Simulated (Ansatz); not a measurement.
**singlet CaF+ at 6 levels**

Aim: a comparison of 6 runs (HF/def2-TZVPP, B3LYP/6-31G*, PBE/def2-TZVPP, r2SCAN/def2-TZVPP, RPA@PBE/def2-TZVPP, CCSD/def2-TZVPP) of singlet CaF+. 

The calculation is run with Ansatz 0.2.0.

38 further runs of the same task are left out: 4 that didn't finish, 34 set aside as unsound or not needed.

## 1. The structure to begin with

CaF+ has 2 atoms, charge +1, and is taken as a singlet. SMILES of the parent species: `[F][Ca]`. Geometry: relaxed at PBE0-D4/def2-TZVP. That shape belongs to the parent species and isn't relaxed for this state.

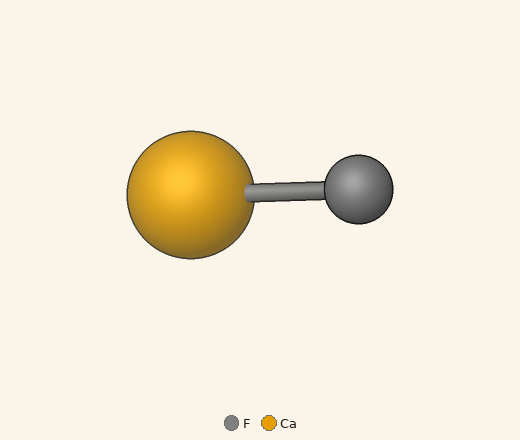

Viewed from a chosen angle; fluorine grey, calcium amber.

## 2. A single-point energy at HF/def2-TZVPP (run 1)

Input file input.yaml:

```yaml
crystal:
  periodic: [false, false, false]
  atoms:
    - symbol: F
      position_ang: [0.000000, -0.000000, -0.048360]
    - symbol: Ca
      position_ang: [-0.000000, 0.000000, 1.901310]
basis:
  gaussian:
    orbitals: def2-TZVPP
total_charge: 1
magnetization:
  spin_polarized: false
hamiltonian:
  xc: hf
accuracy: high
output:
  orbitals: {seedname: orbitals}
```

Command:

```console
$ ansatz run input.yaml --threads 1 --pin off --max-ram 3480MiB --events-out events.jsonl --progress --plain --runs-dir runs
```

The program printed:

```text
Warning: RAYON_NUM_THREADS=1 ignored (pool sized by the plan → 1); use --threads N
Functional definition: HF
  name "HF"
  exchange = exact_x
  correlation = 0
1051 factors; integrals over basis functions are off by at most 3.9e-9 eV
mean field evaluation 1: about -21106.9147 eV, gradient 9.1e1 eV
mean field evaluation 2: about -21106.9196 eV, gradient 9.1e1 eV
mean field evaluation 4: about -21118.6751 eV, gradient 6.6e0 eV
mean field evaluation 8: about -21118.7582 eV, gradient 5.0e-4 eV
mean field -21118.75822327 eV, -776.1000498968 hartree, gradient 1.8e-8 eV, S^2 0.000000; 0 other end points of the search recorded, 0 dependent functions left out
reference -21118.75822327 eV, -776.1000498968 hartree; 14, 14 occupied and 53, 53 virtual orbitals, 1051 factors
Total energy: -21118.75822327 eV, -776.1000498968 hartree
```

Wall time 0.76 s (1 thread of Arm Neoverse V2, shared host); peak memory 0.11 GiB.

## 3. The energy at B3LYP/6-31G(d) (spherical functions) (run 2)

Input file job.yaml:

```yaml
crystal:
  periodic: [false, false, false]
  atoms:
    - symbol: F
      position_ang: [0.000000, -0.000000, -0.048360]
    - symbol: Ca
      position_ang: [-0.000000, 0.000000, 1.901310]
basis:
  gaussian:
    orbitals: 6-31G_st_-spherical.json
hamiltonian:
  xc: {name: B3LYP}
accuracy: high
total_charge: 1
output:
  orbitals: {seedname: orbitals}
```

The basis set 6-31G* is read from a file made from the Basis Set Exchange's data (not shown).

Command:

```console
$ ansatz run job.yaml --threads 1 --pin off --max-ram 3480MiB --events-out events.jsonl --progress --plain --runs-dir runs
```

The program printed:

```text
Warning: RAYON_NUM_THREADS=1 ignored (pool sized by the plan → 1); use --threads N
Functional definition: B3LYP
  name "B3LYP"
  parameter a0 = 0.2
  parameter ax = 0.72
  parameter ac = 0.81
  exchange = (1 - a0 - ax)*slater_x + ax*b88_x + a0*exact_x
  correlation = (1 - ac)*vwn_rpa_c + ac*lyp_c
885 factors; integrals over basis functions are off by at most 4.1e-9 eV
mean field evaluation 1: about -21129.7983 eV, gradient 1.1e2 eV
mean field evaluation 2: about -20785.1345 eV, gradient 2.2e2 eV
mean field evaluation 4: about -21147.6189 eV, gradient 3.5e1 eV
mean field evaluation 8: about -21149.8780 eV, gradient 2.5e-1 eV
mean field evaluation 16: about -21149.8781 eV, gradient 6.6e-7 eV
mean field -21149.87806507 eV, -777.2436829891 hartree, gradient 2.1e-8 eV, S^2 0.000000; 0 other end points of the search recorded, 0 dependent functions left out
reference -21149.87809707 eV, -777.2436841651 hartree; 14, 14 occupied and 32, 32 virtual orbitals, 885 factors
Total energy: -21149.87809707 eV, -777.2436841651 hartree
```

Run time: 2 s. Hardware: 1 thread of Arm Neoverse V2, shared host; peak memory 0.12 GiB.

Runs 3 to 5 aren't shown in full; the table further down has their settings and results.

## 4. The energy at CCSD/def2-TZVPP (run 6)

Input file input.yaml:

```yaml
basis:
  gaussian: {orbitals: def2-TZVPP}
crystal:
  periodic: [false, false, false]
  atoms:
    - {symbol: F, position_ang: [0.000000, -0.000000, -0.048360]}
    - {symbol: Ca, position_ang: [-0.000000, 0.000000, 1.901310]}
total_charge: 1
correlation: {method: ccsd, frozen_orbitals: {Ca: 5, F: 1}}
accuracy: high
scf: {omitted_lower_state_checks: [cluster_reference, increment]}
```

Command:

```console
$ ansatz run input.yaml --threads 1 --pin off --max-ram 3480MiB --events-out events.jsonl --progress --plain --runs-dir runs
```

The program printed, cut to the lines that bear on the results:

```text
Warning: RAYON_NUM_THREADS=1 ignored (pool sized by the plan → 1); use --threads N
[... 2 set-up lines as earlier in the session ...]
[...]
1051 factors; integrals over basis functions are off by at most 3.9e-9 eV
[...]
mean field -21118.75822327 eV, -776.1000498968 hartree, gradient 1.8e-8 eV, S^2 0.000000; 0 other end points of the search recorded, 0 dependent functions left out
6 core orbitals not correlated: weight in the atoms' cores, before any rotation towards them, 1.000 or more for the frozen orbitals, at most 0.000 for the correlated occupied ones
reference -21118.75822327 eV, -776.1000498968 hartree; 8, 8 occupied and 53, 53 virtual orbitals, 1051 factors
second order -12.10869079 eV of doubles, -0.00000000 eV of singles
cycle   1  -12.15238501 eV  change   -4.4e-2 eV  update   8.5e-2
[...]
cycle  23  -12.43113652 eV  change  -9.2e-10 eV  update   1.2e-9
Total energy: -21131.18935979 eV, -776.5568857376 hartree
Checks for a lower state left out: cluster_reference, increment
```

Run time: 1.8 s. Hardware: 1 thread of Arm Neoverse V2, shared host; peak memory 0.21 GiB.

## 5. Overview of the runs

```csv
run,level,frozen core orbitals,energy (Eh),HOMO energy (eV),LUMO energy (eV),HOMO–LUMO gap (eV),wall time
1,HF/def2-TZVPP,–,-776.100050,-19.23,-5.51,13.72,0.76 s
2,B3LYP/6-31G* (spherical functions),–,-777.243684,-14.22,-7.71,6.51,2 s
3,PBE/def2-TZVPP,–,-776.999898,-13.02,-8.01,5.01,1.9 s
4,r2SCAN/def2-TZVPP,–,-777.240278,-13.23,-7.01,6.23,3.9 s
5,RPA@PBE/def2-TZVPP,6,-776.740596,–,–,–,3.6 s
6,CCSD/def2-TZVPP,6,-776.556886,–,–,–,1.8 s
```

## 6. What came out

| quantity | value |
| --- | --- |
| run 6: total energy | -776.55689 Eh |
| run 6: correlation energy (6 core orbitals frozen) | -456.8 mEh |
| run 6: T1 diagnostic | 0.013 |

**Reading.** Over runs 1, 2, 3, 4 the HOMO–LUMO gap runs from 5.01 eV (PBE/def2-TZVPP) to 13.72 eV (HF/def2-TZVPP). Exact exchange widens orbital gaps. Totals of different functionals can't be ranked against each other. All runs together took 14 s, the longest 3.9 s.
